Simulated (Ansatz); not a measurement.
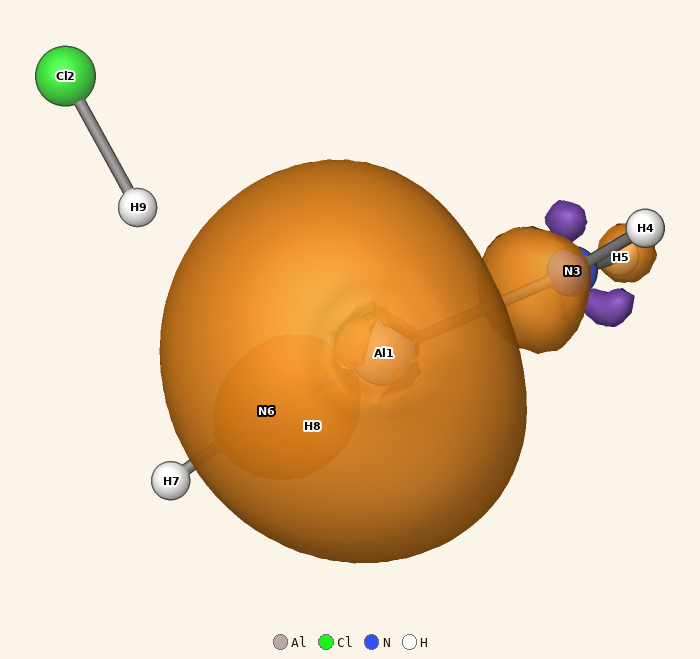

*AlH$_{4}$N$_{2}$···HCl (doublet). Isosurfaces of the spin density at +0.015 (orange) and −0.015 e/Å³ (purple), seen at a tilt.*

Level of theory: UHF/def2-SVP in Ansatz.

| atom | x (Å) | y (Å) | z (Å) |
| --- | --- | --- | --- |
| Al | 0.1680 | -0.9610 | -0.8022 |
| Cl | -0.6142 | -0.0197 | 3.1563 |
| N | 1.6556 | -0.0938 | -1.2203 |
| H | 2.5049 | -0.5296 | -1.5243 |
| H | 1.7929 | 0.8973 | -1.1475 |
| N | -1.2100 | 0.0162 | -0.1686 |
| H | -2.1443 | -0.3475 | -0.1162 |
| H | -1.2544 | 1.0158 | -0.2672 |
| H | -0.8985 | 0.0222 | 1.8999 |

### Which atoms carry the spin?

The unpaired spin (1 electron) lies mostly on Al1 (about 0.9), in electrons by Hirshfeld's partition.
